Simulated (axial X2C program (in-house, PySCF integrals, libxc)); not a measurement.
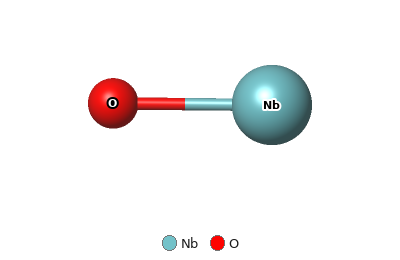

*The molecule at the reference distance of 1.672 Å.*

## Relativistic diatomic calculation, with input and output: NbO

- system: NbO, single determinant with M_S = 3/2 and |Λ| = 0.
- method: PBE0, spin-free X2C-1e, Nb dyall-cv3z, O dyall-av3z (cores contracted) (axial X2C program (in-house, PySCF integrals, libxc))

**The input**
```
{"zs": [41, 8], "q": 0, "bas": ["dyall-cv3z", "dyall-av3z"], "levels": ["PBE0", "HF", "PBEsol"], "cc": true, "r0": 1.82, "thr": -1.0, "nmax": 90, "npts": 10, "nst": 2, "ntry": 6}
```

The line is the task of a batch: nuclear charges, charge, bases, the levels to run, a first guess of the distance and further settings. This report covers PBE0 without spin-orbit coupling. The log is that of the reference distance 1.672 Å, started from orbitals converged before.

Hardware: 1 thread of Arm Neoverse V2, 24 GiB of memory available, shared host.

Launched within a batch (the task file carries these settings):
```bash
python <driver script> task.json out
```

**Output**
```
spin-free X2C-1e  PBE0
basis functions 208  fitting functions 985  grid points 5072
iter        total energy     max residual
   1      -3894.424177833     7.56e-05
   2      -3894.424177856     3.85e-05
   3      -3894.424177867     3.80e-05
   4      -3894.424177873     1.63e-05
converged
one-electron -5581.11258882  Coulomb 1711.01946270  exact exchange -31.49079283  xc functional -96.65014241  nuclear repulsion 103.80988348
```

**The points of the curve**

```csv
R (Å),E (hartree),"dipole (D; origin at the first atom, positive when the second is positive)",highest filled (eV),lowest empty (eV)
1.522,−3894.397068,−2.30,−5.04,−1.81
1.572,−3894.413399,−2.74,−5.16,−1.88
1.622,−3894.421891,−3.16,−5.26,−1.95
1.672,−3894.424178,−3.56,−5.36,−2.01
1.730,−3894.420755,−4.00,−5.47,−2.08
1.789,−3894.412428,−4.42,−5.57,−2.23
1.864,−3894.396736,−4.91,−5.68,−2.45
```

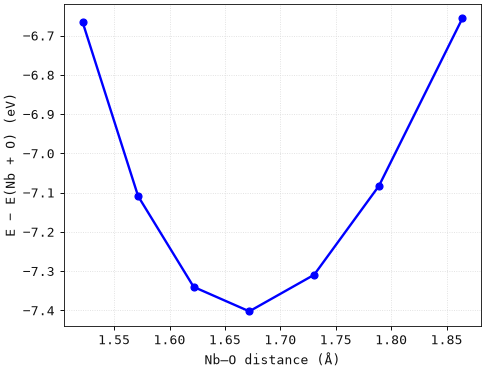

*Energy at 7 bond lengths, for one set of occupations held fixed; the line joins the points.*

A polynomial of degree 5 through 7 points gives rₑ = 1.668 Å, ωₑ = 1033 cm⁻¹, ωₑxₑ = 3.6 cm⁻¹ and Bₑ = 0.4439 cm⁻¹. The minimum lies 7.40 eV below Nb + O, each computed as one determinant at the same level.

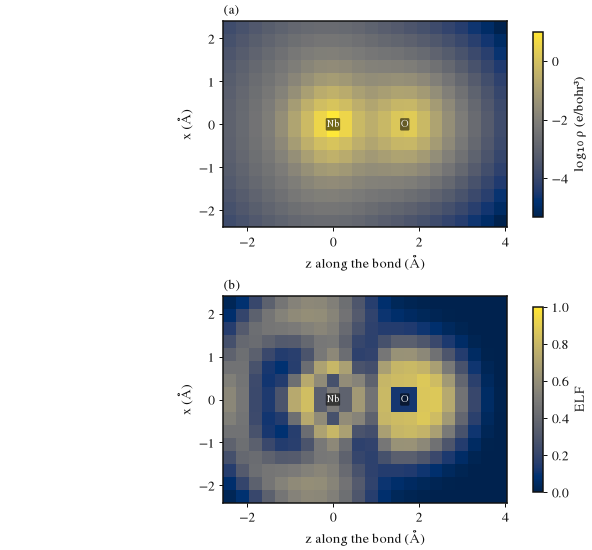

*(a) electron density on a logarithmic scale; (b) electron localisation function, in a plane that holds the axis, at 1.67 Å, on points 0.3 Å apart (one half computed, the other mirrored); the structure near the nuclei is finer than these points.*

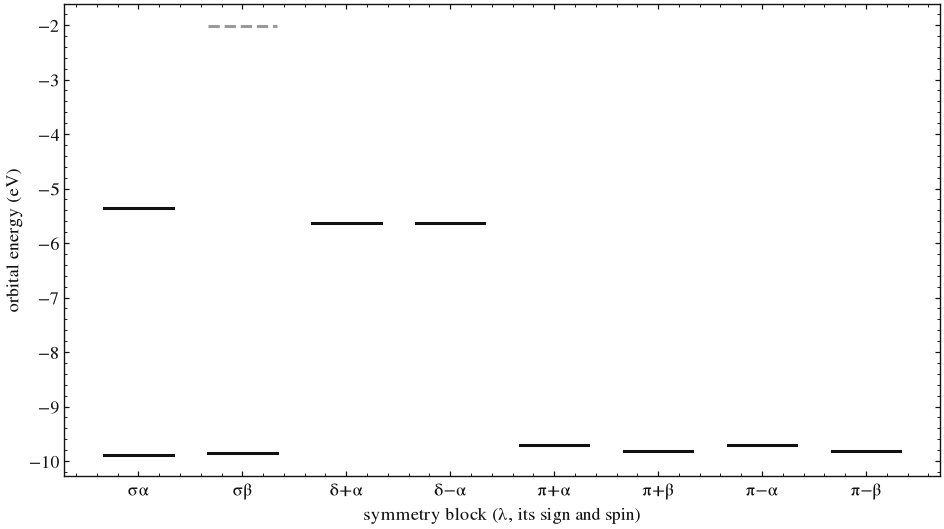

*Orbital energies near the frontier at 1.67 Å, filled (solid) and empty (dashed); a label such as π−α means λ = −1 and α spin.*

The highest filled orbital (σα; 63 % Nb s, 12 % O p) lies at −5.36 eV, the lowest empty one (σβ; 69 % Nb s, 12 % Nb p) at −2.01 eV.

**Results in brief**

```tsv
quantity	value
outcome	converged
bond length rₑ	1.668 Å
ωₑ	1033 cm⁻¹
energy at the minimum	−3894.42419 hartree
depth below the fragments	7.40 eV
largest ⟨S²⟩ along the curve	3.82
wall time	11 s
peak memory	0.72 GiB
```

**Notes**

Caveats: 7 of the 10 points asked for were kept.
